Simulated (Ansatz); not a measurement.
System: Si₅PdW.

Input

```
crystal:
  lattice:
    - [3.4032069656, 0.0, 0.0]
    - [0.0, 4.2929231641, 0.0]
    - [0.0, 0.0, 7.323869687]
  atoms:
    - { symbol: Si, position: [0.0, 0.5, 0.2452436679] }
    - { symbol: Si, position: [0.0, 0.5, 0.7547563321] }
    - { symbol: Si, position: [0.5, 0.0, 0.2865810367] }
    - { symbol: Si, position: [0.5, 0.0, 0.7134189633] }
    - { symbol: Si, position: [0.5, 0.5, 0.0] }
    - { symbol: Pd, position: [0.5, 0.5, 0.5] }
    - { symbol: W, position: [0.0, 0.0, 0.0] }
basis:
  ecutwfc: 420
kpoints:
  mp_grid: { grid: [10, 8, 4] }
hamiltonian:
  xc: pbe
scf:
  occupations: { method: gaussian, width: 0.1 }
output:
  forces: true
  stress: true
  eigenvalues: true
  write_density: true
  write_potential: true
  elf: true
  volumetric_format: npy
relax:
  adjacent_minimum: "off"
  f_tol: 0.01
  max_steps: 30
  cell: { stress_tol: 0.1, fix: [volume] }
```

Run with:

```sh
ansatz run input.yaml --threads 1 --pin off --max-ram 2560MiB --backend cpu --events-out ev --progress --plain --runs-dir out
```

Below, planes, directions and counts refer to the conventional cell (a = 3.40 Å, b = 4.29 Å, c = 7.33 Å, α = 90.00°, β = 90.00°, γ = 90.00°).

The fields are those of the relaxed geometry.

Space group Pmmm; a structure from a database of computed crystals, not necessarily the ambient phase; a generated structure, not necessarily the stable one; changed on purpose from its base cell (volume × 1.03, shape and atoms relaxed); computed pressure about −4 GPa in this cell.

All numbers below come from Ansatz, DFT PBE, scalar-relativistic, plane waves, PAW.

Question: What will maps of the valence pseudo-density and electron localisation function show?

Answer: Si–W (2.74 Å): ρ is about 0.35 e/Å³ halfway; the ELF peaks at about 0.70 in the valence shell of Si, 1.0 Å from its nucleus, and is about 0.45 at the midpoint.

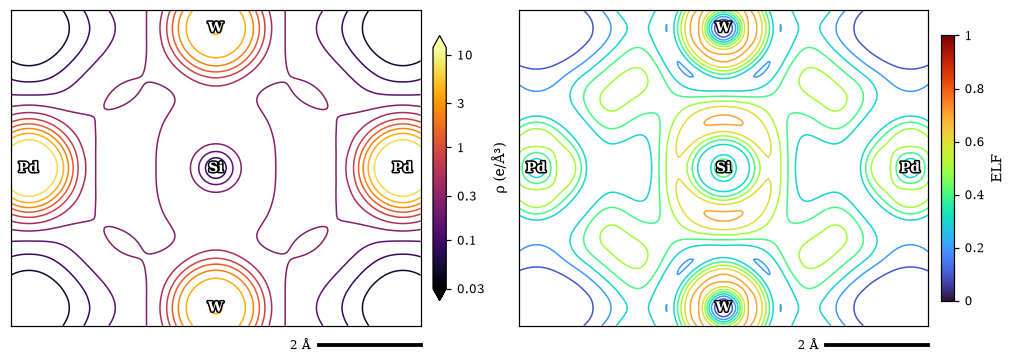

Computed valence pseudo-density and electron localisation function on the (11̄0) plane of the conventional cell, in this order. 

Core electrons are frozen (PAW), and the valence fields are smoothed inside the atomic spheres.
